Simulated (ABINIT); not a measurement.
**CsPbI2Br (P4/mmm): G0W0 in ABINIT against the screening cutoff in the self-energy**

Aim: move the screening cutoff in the self-energy of a G0W0 run on CsPbI2Br (P4/mmm) over a wide range.

Method: PBE and many-body steps on it, plane waves, in ABINIT 10.8.3.

**1. Starting point**

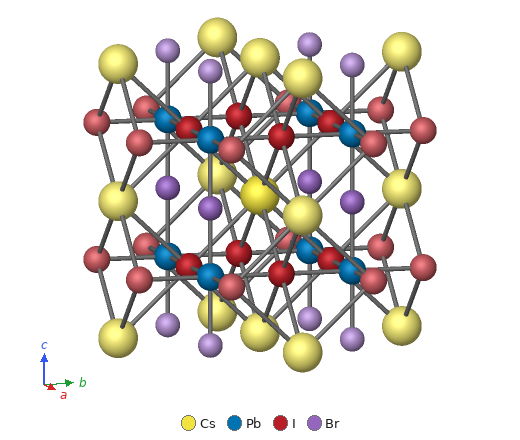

The starting structure, seen slightly off an axis (caesium yellow, lead blue, iodine red, bromine purple). Some periodic images of atoms are drawn too.

The cell and positions are those that the Materials Project relaxed with its own functionals (PBE, PBE+U or r2SCAN), kept fixed. Spin-orbit coupling is left out unless a step names it.

**2. Screening, 2×2×2 mesh, 328 bands, screening to 176.9 eV**

This step: ABINIT 10.8.3; RPA screening on PBE, plane waves, norm-conserving pseudopotentials.

The RPA dielectric matrix is built and inverted for each q.

Input file run.abi:

```
acell 3*1.0 Angstrom
rprim 
  6.375296000000 0.000000000000 0.000000000000
  0.000000000000 6.375296000000 0.000000000000
  0.000000000000 0.000000000000 5.962220000000
ntypat 4
znucl 55 82 53 35
natom 5
typat 1 2 3 3 4
xred 
  0.500000000000 0.500000000000 0.500000000000
  0.000000000000 0.000000000000 0.000000000000
  0.000000000000 0.500000000000 0.000000000000
  0.500000000000 0.000000000000 0.000000000000
  0.000000000000 0.000000000000 0.500000000000
pp_dirpath "pseudos"
pseudos "Cs.upf, Pb.upf, I.upf, Br.upf"
ecut 31
ngkpt 2 2 2
nshiftk 1
shiftk 0 0 0
kptopt 1
chksymbreak 0
istwfk *1
occopt 1
irdwfk 1
optdriver 3
nband 328
ecuteps 6.5
inclvkb 2
awtr 1
symchi 1
indata_prefix "in"
outdata_prefix "out"
tmpdata_prefix "tmp"
```

Run with:

```sh
> OMP_NUM_THREADS=1 mpirun -n 4 abinit run.abi > log
```

Output:

```text
.Version 10.8.3 of ABINIT. v10.8.2 released Aug 2026.

 Symmetries : space group P4/m m m (#123); Bravais tP (primitive tetrag.)
[... echo of the input left out ...]
== DATASET  1 ==================================================================
-   mpi_nproc: 4, omp_nthreads: 1 (-1 if OMP is not activated)

--- !DatasetInfo
iteration_state: {dtset: 1, }
dimensions: {natom: 5, nkpt: 6, mband: 328, nsppol: 1, nspinor: 1, nspden: 1, mpw: 13544, }
cutoff_energies: {ecut:  31.0, pawecutdg:  -1.0, }
electrons: {nelect:   4.40000000E+01, charge:   0.00000000E+00, occopt:   1.00000000E+00, tsmear:   1.00000000E-02, }

 SCREENING: Calculation of the susceptibility and dielectric matrices

 Based on a program developped by R.W. Godby, V. Olevano, G. Onida, and L. Reining.
 Incorporated in ABINIT by V. Olevano, G.-M. Rignanese, and M. Torrent.
.Using double precision arithmetic ; gwpc =  8

[... cell and pseudopotentials left out ...]
--------------------------------------------------------------------------------

 ==== K-mesh for the wavefunctions ====
 Number of points in the irreducible wedge :     6
[... list of points left out ...]
 Together with 16 symmetry operations and time-reversal symmetry
 yields     8 points in the full Brillouin Zone.

 ==== Q-mesh for the screening function ====
 Number of points in the irreducible wedge :     6
[... list of points left out ...]
 Together with 16 symmetry operations and time-reversal symmetry
 yields     8 points in the full Brillouin Zone.

 setmesh: FFT mesh size selected  =    45x   45x   45
          total number of points  =        91125

 vcoul_init : cutoff-mode = AUXILIARY_FUNCTION
 q-points for optical limit:   1
     1)      0.000010    0.000020    0.000030

- screening: taking advantage of time-reversal symmetry
- Maximum band index for partially occupied states nbvw = 22
- Remaining bands to be divided among processors   nbcw = 306
- Number of bands treated by each node ~76

 Number of electrons calculated from density =   44.0000; Expected =   44.0000
 average of density, n =  0.026906
 r_s =    2.0702
 omega_plasma =   15.8227 [eV]

 calculating chi0 at frequencies [eV] :
  1    0.000000E+00    0.000000E+00
  2    0.000000E+00    1.582265E+01

--------------------------------------------------------------------------------
  q-point number  1        q = ( 0.000000, 0.000000, 0.000000) [r.l.u.]
--------------------------------------------------------------------------------
[... chi0 elements left out ...]
 For q-point:  0.000010 0.000020 0.000030
  dielectric constant =   9.9883
  dielectric constant without local fields =  11.4804

  Average fulfillment of the sum rule on Im[epsilon] for q-point    1 :     96.40  [%]
[... wings left out ...]
  q-point number  2        q = ( 0.500000, 0.000000, 0.000000) [r.l.u.]
--------------------------------------------------------------------------------
[... chi0 elements left out ...]
  Average fulfillment of the sum rule on Im[epsilon] for q-point    2 :    103.68  [%]

 [... 4 further q-points ...]
```

Wall time 5.3 min (4 MPI ranks of Intel Xeon 6975P-C (Granite Rapids), shared host); peak memory 4.7 GiB; 21 min of CPU time.

Numbers from this step:

```yaml
eps_infinity_with_local_fields_on_this_mesh_along_the_program_s_q_direction: 9.988
the_same_without_local_fields: 11.48
plasma_frequency: 15.82 eV
plane_waves_in_the_screening_matrix: 1309
```

Local fields lower ε∞ by 13 %. On a Γ-centred mesh this coarse the value itself is usually too large, while a short band sum pulls it down.

**3. 0.7 Ha**

This step: G0W0 on PBE, plane waves, norm-conserving pseudopotentials.

run.abi: that of step 2 with these lines changed.

```diff
@@ -26,8 +26,17 @@
 irdwfk 1
-optdriver 3
+optdriver 4
 nband 328
-ecuteps 6.5
-inclvkb 2
-awtr 1
-symchi 1
+gwcalctyp 0
+ecutsigx 31
+symsigma 1
+nkptgw 2
+kptgw 
+  0.5000000000 0.5000000000 0.5000000000
+  0.0000000000 0.0000000000 0.0000000000
+bdgw 
+  21 24
+  21 24
+ecuteps 0.7
+irdscr 1
+ppmodel 1
 indata_prefix "in"
```

Output:

```text
.Version 10.8.3 of ABINIT. v10.8.2 released Aug 2026.

 Symmetries : space group P4/m m m (#123); Bravais tP (primitive tetrag.)
[... echo of the input left out ...]
== DATASET  1 ==================================================================
-   mpi_nproc: 4, omp_nthreads: 1 (-1 if OMP is not activated)

--- !DatasetInfo
iteration_state: {dtset: 1, }
dimensions: {natom: 5, nkpt: 6, mband: 328, nsppol: 1, nspinor: 1, nspden: 1, mpw: 13544, }
cutoff_energies: {ecut:  31.0, pawecutdg:  -1.0, }
electrons: {nelect:   4.40000000E+01, charge:   0.00000000E+00, occopt:   1.00000000E+00, tsmear:   1.00000000E-02, }

 SIGMA: Calculation of the GW corrections

 Based on a program developped by R.W. Godby, V. Olevano, G. Onida, and L. Reining.
 Incorporated in ABINIT by V. Olevano, G.-M. Rignanese, and M. Torrent.
.Using double precision arithmetic ; gwpc =  8

[... cell and pseudopotentials left out ...]
--------------------------------------------------------------------------------

 ==== K-mesh for the wavefunctions ====
 Number of points in the irreducible wedge :     6
[... list of points left out ...]
 Together with 16 symmetry operations and time-reversal symmetry
 yields     8 points in the full Brillouin Zone.

 ==== Q-mesh for screening function ====
 Number of points in the irreducible wedge :     6
[... list of points left out ...]
 Together with 16 symmetry operations and time-reversal symmetry
 yields     8 points in the full Brillouin Zone.

 vcoul_init : cutoff-mode = AUXILIARY_FUNCTION
 q-points for optical limit:   1
     1)      0.000010    0.000020    0.000030
 setmesh: FFT mesh size selected  =    64x   64x   60
          total number of points  =       245760

 Number of electrons calculated from density =   44.0000; Expected =   44.0000
 average of density, n =  0.026906
 r_s =    2.0702
 omega_plasma =   15.8227 [eV]

 === KS Band Gaps ===
  >>>> For spin  1
   Minimum direct gap =   1.4643 [eV], located at k-point      :   0.5000  0.5000  0.5000
   Fundamental gap    =   1.4643 [eV], Top of valence bands at :   0.5000  0.5000  0.5000
                                       Bottom of conduction at :   0.5000  0.5000  0.5000
 SIGMA fundamental parameters:
 PLASMON POLE MODEL  1
 number of plane-waves for SigmaX                13465
 number of plane-waves for SigmaC and W             49
 number of plane-waves for wavefunctions         13465
 number of bands                                   328
 number of independent spin polarizations            1
 number of spinorial components                      1
 number of k-points in IBZ                           6
 number of q-points in IBZ                           6
 number of symmetry operations                      16
 number of k-points in BZ                            8
 number of q-points in BZ                            8
 number of frequencies for dSigma/dE                 9
 frequency step for dSigma/dE [eV]                0.25
 number of omega for Sigma on real axis              0
 max omega for Sigma on real axis  [eV]           0.00
 zcut for avoiding poles [eV]                     0.10

 EPSILON^-1 parameters (SCR file):
 dimension of the eps^-1 matrix on file           1309
 dimension of the eps^-1 matrix used                49
 number of plane-waves for wavefunctions         13465
 number of bands                                   328
 number of q-points in IBZ                           6
 number of frequencies                               2
 number of real frequencies                          1
 number of imag frequencies                          1

 matrix elements of self-energy operator (all in [eV])

 Perturbative Calculation

--- !SelfEnergy_ee
iteration_state: {dtset: 1, }
kpoint     : [   0.500,    0.500,    0.500, ]
spin       : 1
KS_gap     :    1.464
QP_gap     :    1.910
Delta_QP_KS:    0.445
data: !SigmaeeData |
     Band     E0 <VxcDFT>   SigX SigC(E0)      Z dSigC/dE  Sig(E)    E-E0       E
       21   0.212 -11.202 -13.988   2.304   0.803  -0.246 -11.589  -0.387  -0.176
       22   1.059 -12.738 -14.703   1.801   0.810  -0.234 -12.871  -0.132   0.927
       23   2.524  -9.504  -6.470  -2.649   0.811  -0.232  -9.191   0.313   2.836
       24   2.524  -9.504  -6.470  -2.649   0.811  -0.232  -9.191   0.313   2.836

--- !SelfEnergy_ee
iteration_state: {dtset: 1, }
kpoint     : [   0.000,    0.000,    0.000, ]
spin       : 1
KS_gap     :    4.416
QP_gap     :    5.026
Delta_QP_KS:    0.609
data: !SigmaeeData |
     Band     E0 <VxcDFT>   SigX SigC(E0)      Z dSigC/dE  Sig(E)    E-E0       E
       21  -0.204 -11.079 -13.977   2.337   0.800  -0.250 -11.528  -0.449  -0.653
       22  -0.204 -11.079 -13.977   2.337   0.800  -0.250 -11.528  -0.449  -0.653
       23   4.212  -5.717  -2.343  -3.181   0.830  -0.204  -5.557   0.160   4.373
       24   5.103  -5.996  -2.567  -3.095   0.831  -0.204  -5.718   0.278   5.381

== END DATASET(S) ==============================================================
================================================================================

 -outvars: echo values of variables after computation  --------
           etotal      0.0000000000E+00
            nband         328
             nkpt           6
          spgroup         123
 [... the other variables as echoed above ...]

 Calculation completed.
```

Wall time 8.1 s (4 MPI ranks); peak memory 1.4 GiB.

Numbers from this step:

```yaml
g0w0_gap_on_the_points_computed: 1.909 eV
starting_gap_on_the_mesh: 1.465 eV
k_of_the_valence_top: 0.5, 0.5, 0.5
k_of_the_conduction_bottom: 0.5, 0.5, 0.5
z_at_the_valence_top: 0.81
z_at_the_conduction_bottom: 0.811
least_direct_g0w0_gap_on_the_computed_points: 1.909 eV
```

**4. 1.3 Ha**

run.abi: that of step 3 with these lines changed.

```diff
@@ -38,3 +38,3 @@
   21 24
-ecuteps 0.7
+ecuteps 1.3
 irdscr 1
```

Output:

```text
.Version 10.8.3 of ABINIT. v10.8.2 released Aug 2026.

 Symmetries : space group P4/m m m (#123); Bravais tP (primitive tetrag.)
[... echo of the input left out ...]
== DATASET  1 ==================================================================
-   mpi_nproc: 4, omp_nthreads: 1 (-1 if OMP is not activated)

--- !DatasetInfo
iteration_state: {dtset: 1, }
dimensions: {natom: 5, nkpt: 6, mband: 328, nsppol: 1, nspinor: 1, nspden: 1, mpw: 13544, }
cutoff_energies: {ecut:  31.0, pawecutdg:  -1.0, }
electrons: {nelect:   4.40000000E+01, charge:   0.00000000E+00, occopt:   1.00000000E+00, tsmear:   1.00000000E-02, }

 SIGMA: Calculation of the GW corrections

 Based on a program developped by R.W. Godby, V. Olevano, G. Onida, and L. Reining.
 Incorporated in ABINIT by V. Olevano, G.-M. Rignanese, and M. Torrent.
.Using double precision arithmetic ; gwpc =  8

[... cell and pseudopotentials left out ...]
--------------------------------------------------------------------------------

 ==== K-mesh for the wavefunctions ====
 Number of points in the irreducible wedge :     6
[... list of points left out ...]
 Together with 16 symmetry operations and time-reversal symmetry
 yields     8 points in the full Brillouin Zone.

 ==== Q-mesh for screening function ====
 Number of points in the irreducible wedge :     6
[... list of points left out ...]
 Together with 16 symmetry operations and time-reversal symmetry
 yields     8 points in the full Brillouin Zone.

 vcoul_init : cutoff-mode = AUXILIARY_FUNCTION
 q-points for optical limit:   1
     1)      0.000010    0.000020    0.000030
 setmesh: FFT mesh size selected  =    64x   64x   60
          total number of points  =       245760

 Number of electrons calculated from density =   44.0000; Expected =   44.0000
[...]
number of omega for Sigma on real axis              0
 max omega for Sigma on real axis  [eV]           0.00
 zcut for avoiding poles [eV]                     0.10

 EPSILON^-1 parameters (SCR file):
 dimension of the eps^-1 matrix on file           1309
 dimension of the eps^-1 matrix used               105
 number of plane-waves for wavefunctions         13465
 number of bands                                   328
 number of q-points in IBZ                           6
 number of frequencies                               2
 number of real frequencies                          1
 number of imag frequencies                          1

 matrix elements of self-energy operator (all in [eV])

 Perturbative Calculation

--- !SelfEnergy_ee
iteration_state: {dtset: 1, }
kpoint     : [   0.500,    0.500,    0.500, ]
spin       : 1
KS_gap     :    1.464
QP_gap     :    1.935
Delta_QP_KS:    0.470
data: !SigmaeeData |
     Band     E0 <VxcDFT>   SigX SigC(E0)      Z dSigC/dE  Sig(E)    E-E0       E
       21   0.212 -11.202 -13.988   2.208   0.788  -0.268 -11.658  -0.456  -0.244
       22   1.059 -12.738 -14.703   1.642   0.797  -0.255 -12.995  -0.257   0.802
       23   2.524  -9.504  -6.470  -2.768   0.802  -0.247  -9.290   0.214   2.737
[...]
--- !SelfEnergy_ee
iteration_state: {dtset: 1, }
kpoint     : [   0.000,    0.000,    0.000, ]
spin       : 1
KS_gap     :    4.416
QP_gap     :    5.010
Delta_QP_KS:    0.594
data: !SigmaeeData |
     Band     E0 <VxcDFT>   SigX SigC(E0)      Z dSigC/dE  Sig(E)    E-E0       E
[...]
23   4.212  -5.717  -2.343  -3.266   0.828  -0.207  -5.627   0.089   4.302
       24   5.103  -5.996  -2.567  -3.143   0.828  -0.208  -5.759   0.237   5.341

== END DATASET(S) ==============================================================
================================================================================

 -outvars: echo values of variables after computation  --------
           etotal      0.0000000000E+00
            nband         328
             nkpt           6
          spgroup         123
 [... the other variables as echoed above ...]

 Calculation completed.
```

The job ended after 9.4 s (4 MPI ranks; peak memory 2.6 GiB; 37 s of CPU time).

Numbers from this step:

| Item | Value |
| --- | --- |
| G0W0 gap on the points computed | 1.935 eV |
| starting gap on the mesh | 1.465 eV |
| k of the valence top | 0.5, 0.5, 0.5 |
| k of the conduction bottom | 0.5, 0.5, 0.5 |
| Z at the valence top | 0.797 |
| Z at the conduction bottom | 0.802 |
| least direct G0W0 gap on the computed points | 1.935 eV |

**5. 2.3 Ha**

The self-energy is evaluated for the states that the input lists, and the levels follow from it, in one-shot runs by the linearised quasiparticle equation.

run.abi: that of step 4 with these lines changed.

```diff
@@ -38,3 +38,3 @@
   21 24
-ecuteps 1.3
+ecuteps 2.3
 irdscr 1
```

Output:

```text
.Version 10.8.3 of ABINIT. v10.8.2 released Aug 2026.

 Symmetries : space group P4/m m m (#123); Bravais tP (primitive tetrag.)
[... echo of the input left out ...]
== DATASET  1 ==================================================================
-   mpi_nproc: 4, omp_nthreads: 1 (-1 if OMP is not activated)

--- !DatasetInfo
iteration_state: {dtset: 1, }
dimensions: {natom: 5, nkpt: 6, mband: 328, nsppol: 1, nspinor: 1, nspden: 1, mpw: 13544, }
cutoff_energies: {ecut:  31.0, pawecutdg:  -1.0, }
[...]
Band     E0 <VxcDFT>   SigX SigC(E0)      Z dSigC/dE  Sig(E)    E-E0       E
[...]
23   4.212  -5.717  -2.343  -3.232   0.828  -0.208  -5.599   0.118   4.330
       24   5.103  -5.996  -2.567  -3.152   0.827  -0.209  -5.767   0.229   5.333

== END DATASET(S) ==============================================================
================================================================================

 -outvars: echo values of variables after computation  --------
           etotal      0.0000000000E+00
            nband         328
             nkpt           6
          spgroup         123
 [... the other variables as echoed above ...]

 Calculation completed.
```

Elapsed: 16 s, on 4 MPI ranks; peak memory 2.7 GiB; 62 s of CPU time.

Numbers from this step:

```yaml
g0w0_gap_on_the_points_computed: 2.090 eV
starting_gap_on_the_mesh: 1.465 eV
k_of_the_valence_top: 0.5, 0.5, 0.5
k_of_the_conduction_bottom: 0.5, 0.5, 0.5
least_direct_g0w0_gap_on_the_computed_points: 2.090 eV
```

The gap on the mesh goes from 1.46 eV to 2.09 eV, a correction of +0.63 eV.

**6. 3.2 Ha**

run.abi: that of step 5 with these lines changed.

```diff
@@ -38,3 +38,3 @@
   21 24
-ecuteps 2.3
+ecuteps 3.2
 irdscr 1
```

Output:

```text
.Version 10.8.3 of ABINIT. v10.8.2 released Aug 2026.

 Symmetries : space group P4/m m m (#123); Bravais tP (primitive tetrag.)
[... echo of the input left out ...]
== DATASET  1 ==================================================================
-   mpi_nproc: 4, omp_nthreads: 1 (-1 if OMP is not activated)

--- !DatasetInfo
iteration_state: {dtset: 1, }
dimensions: {natom: 5, nkpt: 6, mband: 328, nsppol: 1, nspinor: 1, nspden: 1, mpw: 13544, }
cutoff_energies: {ecut:  31.0, pawecutdg:  -1.0, }
[...]
Band     E0 <VxcDFT>   SigX SigC(E0)      Z dSigC/dE  Sig(E)    E-E0       E
[...]
23   4.212  -5.717  -2.343  -3.206   0.828  -0.208  -5.578   0.139   4.351
       24   5.103  -5.996  -2.567  -3.145   0.826  -0.210  -5.761   0.235   5.339

== END DATASET(S) ==============================================================
================================================================================

 -outvars: echo values of variables after computation  --------
           etotal      0.0000000000E+00
            nband         328
             nkpt           6
          spgroup         123
 [... the other variables as echoed above ...]

 Calculation completed.
```

Elapsed: 34 s, on 4 MPI ranks; peak memory 3.1 GiB.

This step gave:

```
G0W0 gap on the points computed              : 2.166 eV
starting gap on the mesh                     : 1.465 eV
k of the valence top                         : 0.5, 0.5, 0.5
k of the conduction bottom                   : 0.5, 0.5, 0.5
least direct G0W0 gap on the computed points : 2.166 eV
```

Against the run before, the gap moves by +0.076 eV.

[end of part 1 of 2]

[Paths, hosts, dates, memory and timing lines, banners, echoed tables and standing remarks are left out of the program output.]

[Logs are printed without paths, hosts, clocks, repeated set-up lines and the standing remarks that a program may print on its own settings, such as how far it seeks lower states.]

[Runs of the session that timed out or met a known fault of the program may be left out.]

[Hosts, paths, dates, database ids (printed as entryN), source tags and the programs' standing remarks are cut or masked in the printed files.]

[G0W0 gaps are taken among the corrected bands and points alone; a level outside them can change the order at an edge.]

[Where Ansatz stands beside ABINIT at settings called matched, ABINIT's density can come from a denser mesh and the files from another edition; pairs whose starting gaps differed by over 0.03 eV were left out, so agreement reads better than it is.]
